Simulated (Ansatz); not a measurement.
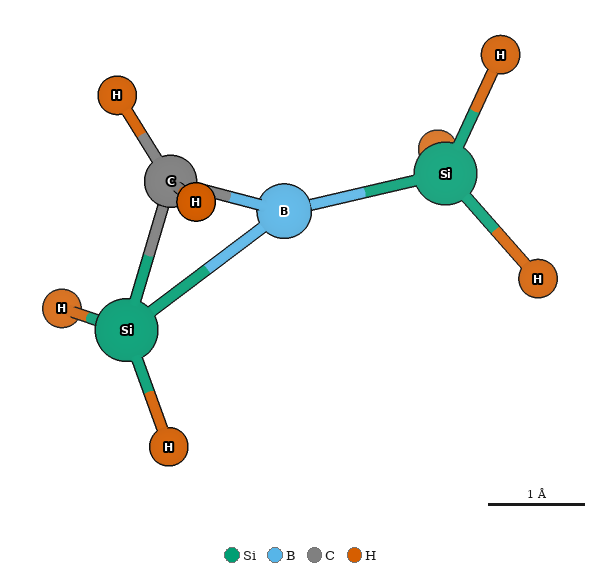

The input geometry (ball-and-stick view, seen at a tilt). Bond lengths as drawn: B–C 1.56 Å, B–Si 1.88 to 2.08 Å, C–H 1.08 to 1.16 Å, C–Si 1.83 Å and H–Si 1.40 to 1.52 Å.

Run report: CH₇BSi₂, geometry relaxation (part 1 of 2)

The run: geometry relaxation of CH₇BSi₂, SMILES [SiH3]B1C[SiH2]1. Method and program: RKS PBE-D4/def2-SVP (Ansatz 0.2.0).

The geometry: force-field start.

## Log
```
Functional definition: PBE
  name "PBE"
  cite "Perdew, Burke & Ernzerhof, Phys. Rev. Lett. 77, 3865 (1996) doi:10.1103/PhysRevLett.77.3865"
  parent pbe
  parameter kappa = 0.804
  parameter beta = 0.06672455060314922
  exchange = pbe_x(kappa = kappa, mu = beta*pi^2/3)
  correlation = pbe_c(beta = beta)
1110 factors; their error is unknown
mean field evaluation 1: about -17553.4957 eV, gradient 5.5e1 eV
mean field evaluation 2: about -17531.7968 eV, gradient 9.3e1 eV
mean field evaluation 4: about -17561.9576 eV, gradient 9.5e0 eV
mean field evaluation 8: about -17562.2232 eV, gradient 1.8e-1 eV
mean field evaluation 16: about -17562.2233 eV, gradient 3.2e-5 eV
mean field -17562.22326413 eV, -645.3998008544 hartree, gradient 3.2e-5 eV, S^2 0.000000; 0 other end points of the search recorded, 0 dependent functions left out
the calculation of the forces begins
reference -17562.22330416 eV, -645.3998023253 hartree; 23, 23 occupied and 76, 76 virtual orbitals, 1110 factors
relax step   1: F+E_penalty+E_count = -17562.45464410 eV  Δ(F+E_penalty+E_count) = +0.000e0 eV  max|allowed force component| = 2.270e0 eV/Å  Δτ_max = 0.0000 Å  (28 SCF iters, accepted)
these checks for a lower state are left out or cut short: starts, cluster_reference, orbital_swaps, neighbouring_geometries, increment
1110 factors; their error is unknown
mean field -17562.70977559 eV, -645.4176798206 hartree, gradient 1.3e-5 eV, S^2 0.000000; 0 other end points of the search recorded, 0 dependent functions left out
[... from here on the field's lines of each further geometry are left out, up to the last ...]
relax step   2: F+E_penalty+E_count = -17562.93763627 eV  Δ(F+E_penalty+E_count) = -4.830e-1 eV  max|allowed force component| = 9.875e-1 eV/Å  Δτ_max = 0.1962 Å  (29 SCF iters, accepted)
relax step   3: F+E_penalty+E_count = -17563.06801601 eV  Δ(F+E_penalty+E_count) = -1.304e-1 eV  max|allowed force component| = 8.975e-1 eV/Å  Δτ_max = 0.1965 Å  (28 SCF iters, accepted)
relax step   4: F+E_penalty+E_count = -17563.00356682 eV  Δ(F+E_penalty+E_count) = +6.445e-2 eV  max|allowed force component| = 8.737e-1 eV/Å  Δτ_max = 0.2000 Å  (28 SCF iters, rejected (line search))
relax step   5: F+E_penalty+E_count = -17563.12166361 eV  Δ(F+E_penalty+E_count) = -5.365e-2 eV  max|allowed force component| = 1.764e-1 eV/Å  Δτ_max = 0.0963 Å  (28 SCF iters, accepted)
relax step   6: F+E_penalty+E_count = -17563.14015515 eV  Δ(F+E_penalty+E_count) = -1.849e-2 eV  max|allowed force component| = 1.740e-1 eV/Å  Δτ_max = 0.1000 Å  (28 SCF iters, accepted)
relax step   7: F+E_penalty+E_count = -17563.16965522 eV  Δ(F+E_penalty+E_count) = -2.950e-2 eV  max|allowed force component| = 3.626e-1 eV/Å  Δτ_max = 0.1440 Å  (27 SCF iters, accepted)
relax step   8: F+E_penalty+E_count = -17563.16824503 eV  Δ(F+E_penalty+E_count) = +1.410e-3 eV  max|allowed force component| = 1.124e0 eV/Å  Δτ_max = 0.1867 Å  (27 SCF iters, rejected (line search))
relax step   9: F+E_penalty+E_count = -17563.20267663 eV  Δ(F+E_penalty+E_count) = -3.302e-2 eV  max|allowed force component| = 2.671e-1 eV/Å  Δτ_max = 0.0933 Å  (28 SCF iters, accepted)
relax step  10: F+E_penalty+E_count = -17563.23761987 eV  Δ(F+E_penalty+E_count) = -3.494e-2 eV  max|allowed force component| = 3.176e-1 eV/Å  Δτ_max = 0.0998 Å  (28 SCF iters, accepted)
relax step  11: F+E_penalty+E_count = -17563.26957746 eV  Δ(F+E_penalty+E_count) = -3.196e-2 eV  max|allowed force component| = 7.316e-1 eV/Å  Δτ_max = 0.1463 Å  (27 SCF iters, accepted)
relax step  12: F+E_penalty+E_count = -17563.28231573 eV  Δ(F+E_penalty+E_count) = -1.274e-2 eV  max|allowed force component| = 9.596e-1 eV/Å  Δτ_max = 0.1310 Å  (27 SCF iters, accepted)
relax step  13: F+E_penalty+E_count = -17563.28264765 eV  Δ(F+E_penalty+E_count) = -3.319e-4 eV  max|allowed force component| = 3.632e-1 eV/Å  Δτ_max = 0.2000 Å  (28 SCF iters, accepted)
relax step  14: F+E_penalty+E_count = -17563.31855005 eV  Δ(F+E_penalty+E_count) = -3.590e-2 eV  max|allowed force component| = 3.430e-1 eV/Å  Δτ_max = 0.1697 Å  (29 SCF iters, accepted)
relax step  15: F+E_penalty+E_count = -17563.32763681 eV  Δ(F+E_penalty+E_count) = -9.087e-3 eV  max|allowed force component| = 1.456e-1 eV/Å  Δτ_max = 0.0294 Å  (29 SCF iters, accepted)
relax step  16: F+E_penalty+E_count = -17563.33063134 eV  Δ(F+E_penalty+E_count) = -2.995e-3 eV  max|allowed force component| = 3.741e-2 eV/Å  Δτ_max = 0.0609 Å  (28 SCF iters, accepted)
relax step  17: F+E_penalty+E_count = -17563.32948637 eV  Δ(F+E_penalty+E_count) = +1.145e-3 eV  max|allowed force component| = 1.110e-1 eV/Å  Δτ_max = 0.0361 Å  (29 SCF iters, rejected (line search))
the calculation of the forces begins
reference -17563.09742146 eV, -645.4319255437 hartree; 23, 23 occupied and 76, 76 virtual orbitals, 1110 factors
relax step  18: F+E_penalty+E_count = -17563.33113983 eV  Δ(F+E_penalty+E_count) = -5.085e-4 eV  max|allowed force component| = 1.323e-2 eV/Å  Δτ_max = 0.0177 Å  (30 SCF iters, accepted)
```

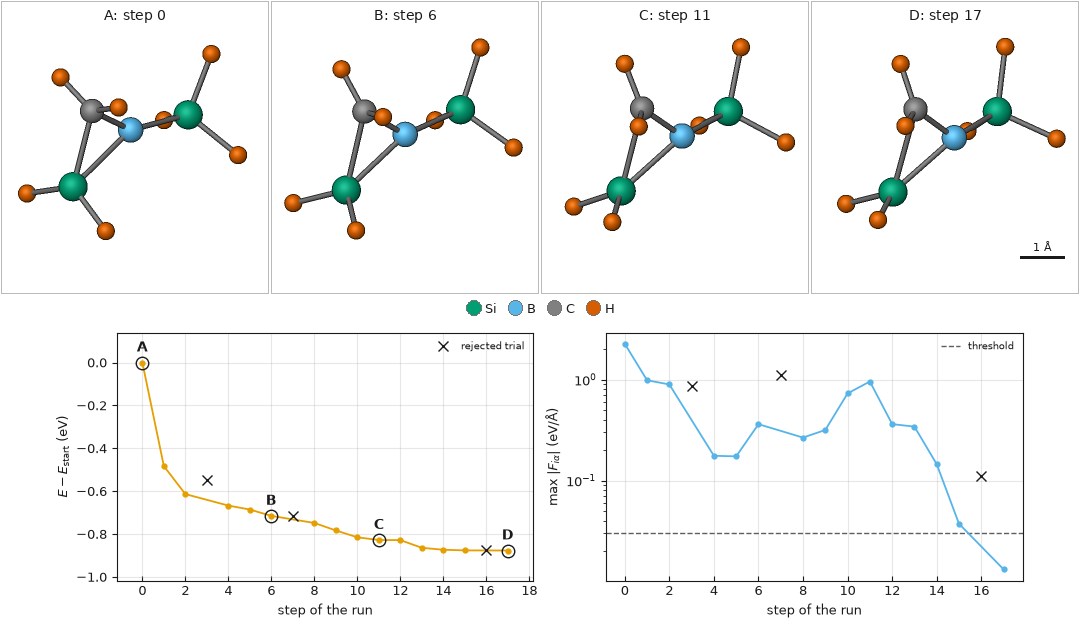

Frames of the relaxation (ball-and-stick view, seen at a tilt) above the curves, on which the letters mark them (the first geometry is step 0 here and step 1 in the log).

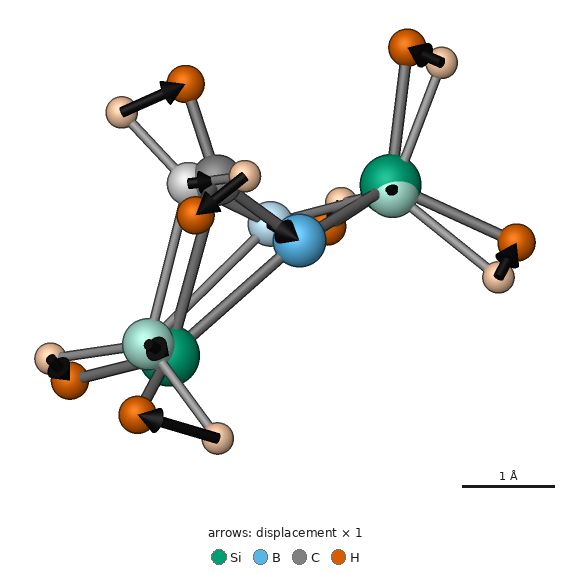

Start (faint) and end (solid) with the displacements as black arrows, at true length (ball-and-stick view, seen at a tilt). The two geometries are laid on each other by the best rigid fit. The energy falls by 0.876 eV in 17 geometry steps. The largest force component goes from 2.3 to 0.013 eV/Å. The line search rejected the trial steps at points 3, 7, 16 (counted from 0) and went back. The atom that moves furthest after the best rigid fit is H10 (1.01 Å). Largest moves by element: H 1.01 Å, B 0.46 Å, Si 0.40 Å, C 0.32 Å. Distances before and after: C3–Si4 1.828 → 2.092 Å, B2–Si4 2.079 → 1.923 Å, Si1–B2 1.876 → 1.997 Å, Si4–H10 1.398 → 1.499 Å. Among the angles that change: Si4–C3–H8 109.3° → 85.7°, C3–Si4–H10 120.4° → 99.8°, B2–Si4–H11 102.5° → 122.2°. (Atoms are counted from 1 in the order of the input.)

```
1110 factors; their error is unknown
mean field -17563.09738260 eV, -645.4319241154 hartree, gradient 2.5e-5 eV, S^2 0.000000; 1 other end points of the search recorded, 0 dependent functions left out
the calculation of the forces begins
reference -17563.09742146 eV, -645.4319255437 hartree; 23, 23 occupied and 76, 76 virtual orbitals, 1110 factors
Total energy: -17563.33117870 eV, -645.4405159636 hartree
Atom 0 at    -0.986817     1.690857    -0.447398 Å, force    -0.001064     0.003495    -0.002038 eV/Å
Atom 1 at     0.287634     0.292431     0.191367 Å, force    -0.012738     0.000709     0.011562 eV/Å
Atom 2 at     0.239281    -0.795128     1.216506 Å, force    -0.003948     0.013232    -0.000713 eV/Å
Atom 3 at     1.149611    -1.224684    -0.617427 Å, force     0.002248    -0.007545    -0.013088 eV/Å
Atom 4 at    -1.579636     1.319123    -1.784921 Å, force     0.004489    -0.002064     0.001090 eV/Å
Atom 5 at    -2.123686     1.960517     0.508034 Å, force    -0.001718    -0.002246    -0.002551 eV/Å
Atom 6 at    -0.239900     2.987355    -0.644383 Å, force     0.001050    -0.000343     0.000828 eV/Å
Atom 7 at     1.117219    -1.295139     1.673999 Å, force     0.005277    -0.005479     0.003437 eV/Å
Atom 8 at    -0.685315    -1.047558     1.771907 Å, force     0.004097     0.000825     0.001146 eV/Å
Atom 9 at     2.387557    -1.918098    -0.132520 Å, force     0.002748    -0.003885     0.001025 eV/Å
Atom 10 at     0.499552    -2.026676    -1.714562 Å, force    -0.000441     0.003301    -0.000698 eV/Å
Dipole moment:     0.139727    -0.303749     0.092132 e Å
```

## Trajectory as extended XYZ (Å, eV, eV/Å), 18 frames, from step=1 to step=18
```
11
Properties=species:S:1:pos:R:3:forces:R:3 step=1 energy=-17562.45464
Si   -0.8761    1.6925   -0.4450   -1.2790   1.2590  -0.1078
B    -0.0869    0.0658    0.0562    1.5396  -2.2698   0.3172
C     0.1518   -1.0795    1.0875    0.7923   1.5802   1.5277
Si    1.1988   -1.5175   -0.3454   -2.0799  -0.3012  -1.2198
H    -1.7732    1.5048   -1.6525    0.1166  -0.0453   0.0285
H    -1.7468    2.2483    0.6558   -0.1036   0.2365  -0.0459
H     0.1401    2.7292   -0.7773    0.2783   0.1779  -0.1114
H     0.8266   -0.7324    1.9643   -1.1829  -0.4513  -0.7072
H    -0.7033   -1.6947    1.3371   -0.4660  -0.5192   0.6221
H     2.4852   -0.9852   -0.4714    1.9927   0.4563  -0.1785
H     0.4493   -2.2883   -1.3887    0.3918  -0.1230  -0.1249
11
Properties=species:S:1:pos:R:3:forces:R:3 step=2 energy=-17562.93764
Si   -0.9342    1.7281   -0.3989   -0.5539   0.6771  -0.0823
B    -0.0706    0.0578    0.0563    0.7760  -0.9875  -0.0523
C     0.1684   -1.0676    1.1010    0.0255   0.2751   0.6132
Si    1.1662   -1.5011   -0.4199   -0.6102   0.6955  -0.6807
H    -1.7792    1.5124   -1.6359    0.0297  -0.0288   0.0298
H    -1.8277    2.3724    0.6453    0.0445  -0.0455  -0.0625
H     0.1131    2.7439   -0.7655    0.0959   0.0414  -0.0220
H     0.7757   -0.7003    1.9736   -0.3128  -0.2606  -0.2230
H    -0.6796   -1.6974    1.4122   -0.1020  -0.0911   0.2870
H     2.5969   -1.1464   -0.4662    0.3877  -0.1580   0.0023
H     0.5364   -2.3588   -1.4814    0.2195  -0.1176   0.1903
11
Properties=species:S:1:pos:R:3:forces:R:3 step=3 energy=-17563.06802
Si   -0.9833    1.7911   -0.3845   -0.0035   0.0917  -0.0236
B    -0.0573    0.0904    0.0458   -0.0744   0.0101   0.0052
C     0.1699   -1.0456    1.0849   -0.2667  -0.3628  -0.1726
Si    1.1325   -1.3882   -0.5262    0.8428  -0.3148  -0.2536
H    -1.8042    1.5277   -1.6268   -0.0061   0.0584   0.0260
H    -1.8829    2.4061    0.6695    0.0798  -0.0511  -0.0871
H     0.0966    2.7874   -0.7508   -0.1062   0.0120   0.0166
H     0.7596   -0.7201    1.9585    0.2072   0.0434   0.2049
H    -0.6696   -1.6895    1.4337    0.0787   0.1821  -0.0351
H     2.6866   -1.3185   -0.4352   -0.8975  -0.0384  -0.0462
H     0.6177   -2.4977   -1.4482    0.1460   0.3693   0.3654
11
Properties=species:S:1:pos:R:3:forces:R:3 step=4 energy=-17563.00357 accepted=F
Si   -0.9708    1.7824   -0.3984   -0.1272  -0.1018  -0.0062
B    -0.0544    0.0554    0.0356    0.3785   0.0431   0.0820
C     0.1733   -1.1279    1.0377   -0.7339   0.7186   0.4848
Si    1.1831   -1.3823   -0.5622   -0.8737  -0.0360   0.1832
H    -1.8030    1.5897   -1.6423   -0.0181  -0.0360  -0.0221
H    -1.8760    2.3434    0.6664   -0.0421  -0.0031   0.0577
H     0.0322    2.8616   -0.7306    0.0869  -0.1077   0.0307
H     0.8400   -0.8086    1.8743    0.0190   0.0031  -0.0709
H    -0.7691   -1.5377    1.5177    0.7505  -0.1601  -0.4384
H     2.6397   -1.3234   -0.4175    0.5921  -0.0399   0.1991
H     0.6706   -2.5097   -1.3602   -0.0320  -0.2800  -0.4999
11
Properties=species:S:1:pos:R:3:forces:R:3 step=5 energy=-17563.12166
Si   -0.9887    1.7830   -0.3999   -0.0513  -0.0018  -0.0129
B    -0.0474    0.0846    0.0407    0.1461  -0.0308   0.0180
C     0.1784   -1.0644    1.0704   -0.1626   0.0859   0.0689
Si    1.1510   -1.3987   -0.5334   -0.1147   0.0905   0.0411
H    -1.8224    1.5637   -1.6408    0.0119   0.0009   0.0102
H    -1.8822    2.3731    0.6641   -0.0009  -0.0165  -0.0014
H     0.0629    2.8109   -0.7437   -0.0082  -0.0016   0.0023
H     0.8244   -0.7481    1.9227    0.0309  -0.0614  -0.1106
H    -0.6854   -1.6331    1.4696    0.0079   0.0030   0.0195
H     2.6300   -1.3679   -0.3750    0.1764   0.0012   0.0139
H     0.6448   -2.4600   -1.4540   -0.0354  -0.0694  -0.0488
```
